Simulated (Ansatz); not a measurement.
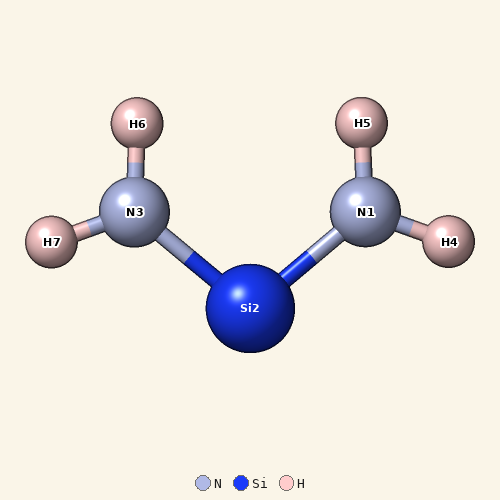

The system is H4N2Si, SMILES N[Si]N; the picture shows the reference structure. Coordinates scanned: (1) dihedral N1–Si2–N3–H6; (2) dihedral H4–N1–Si2–N3. Nothing is relaxed (all other coordinates rigid). The scan uses a 15 × 15 grid; 216 points were computed and 9 follow by symmetry. Points are written as (first, second). Energies are in kcal/mol, from the lowest grid point. Level of theory: RKS PBE0-D4/def2-TZVP (Ansatz).

Its coordinates:

```xyz
7

N    -1.2184    0.3180   -0.3534
Si   -0.1800   -1.0463   -0.4272
N     1.2248   -0.3983    0.3157
H    -2.1539    0.2637   -0.7206
H    -1.0159    1.2295    0.0297
H     1.3578    0.5331    0.6809
H     2.0469   -0.9677    0.4292
```

Range: dihedral N1–Si2–N3–H6 from −180 to 156°; dihedral H4–N1–Si2–N3 from −180 to 156°.

### What landscape does the calculation give?

The lowest grid point is at (−12°, −180°). The bottom of the well lies between grid points, at about (0°, 180°), about 0.5 kcal/mol lower on the interpolated surface. Higher local minima lie near (−180°, −180°) (0.20 kcal/mol above the lowest at that grid point); (−12°, −12°) (0.8 kcal/mol above the lowest at that grid point); (−180°, −12°) (1.5 kcal/mol above the lowest at that grid point). The highest grid point, (−84°, 84°), lies 39.0 kcal/mol above the lowest. On the interpolated surface the easiest way out of the lowest well to the well at (−180°, −180°) passes a barrier of about 14 kcal/mol, counted from the interpolated bottom of the well. Round the minimum the valley is somewhat tilted: raising dihedral N1–Si2–N3–H6 shifts the best value of dihedral H4–N1–Si2–N3 upwards (coupling k₁₂/√(k₁₁k₂₂) about −0.3).

```tsv
dihedral H4–N1–Si2–N3 ↓, dihedral N1–Si2–N3–H6 →	−180	−156	−132	−108	−84	−60	−36	−12	12	36	60	84	108	132	156
156	2.1	5.4	11.4	16.6	16.6	11.1	4.8	1.4	2.6	7.5	13.7	16.9	14.1	7.9	3.0
132	6.8	11.3	19.1	25.7	25.5	18.4	10.5	6.4	8.0	14.3	22.1	25.9	22.0	14.0	7.9
108	11.9	16.2	25.4	34.5	35.7	27.6	17.8	12.2	13.1	20.0	29.8	35.9	31.9	22.3	14.3
84	13.4	16.2	24.8	35.1	39.0	32.0	21.6	14.6	13.9	20.0	30.2	38.6	36.8	27.0	17.6
60	10.0	11.2	17.9	26.8	31.5	27.2	18.4	11.4	9.6	14.0	22.7	30.8	31.2	23.7	15.0
36	4.9	5.4	10.5	17.4	21.1	18.2	11.5	5.8	4.0	7.3	14.1	20.5	21.3	15.9	9.1
12	1.5	2.6	7.0	12.3	14.3	11.2	5.7	1.5	0.8	4.0	9.6	14.1	13.8	9.2	4.1
−12	1.5	4.1	9.2	13.8	14.1	9.6	4.0	0.8	1.5	5.7	11.2	14.3	12.3	7.0	2.6
−36	4.9	9.1	15.9	21.3	20.5	14.1	7.3	4.0	5.8	11.5	18.2	21.1	17.4	10.5	5.4
−60	10.0	15.0	23.7	31.2	30.8	22.7	14.0	9.6	11.4	18.4	27.2	31.5	26.8	17.9	11.2
−84	13.4	17.5	26.9	36.8	38.6	30.2	20.0	13.9	14.5	21.6	32.0	39.0	35.1	24.8	16.2
−108	11.9	14.3	22.3	31.9	35.9	29.8	20.0	13.1	12.2	17.8	27.6	35.7	34.5	25.4	16.2
−132	6.9	7.9	14.0	22.0	25.9	22.1	14.3	8.0	6.4	10.5	18.4	25.5	25.8	19.1	11.3
−156	2.1	3.0	7.9	14.1	16.9	13.7	7.5	2.6	1.4	4.8	11.1	16.6	16.6	11.4	5.4
−180	0.2	2.1	7.0	12.1	13.3	9.4	3.7	0.0	0.0	3.7	9.4	13.3	12.1	7.0	2.1
```

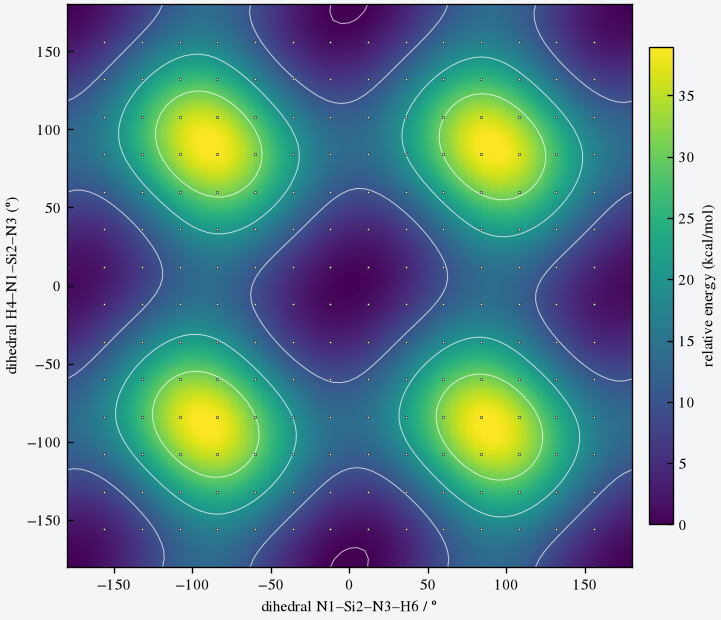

In the figure: a smooth colour map with a few white contour lines, dots at the grid points. Between grid points the surface is interpolated.

The whole map (216 points run) took 8.3 min on 1 thread of Arm Neoverse V2, on a shared host.
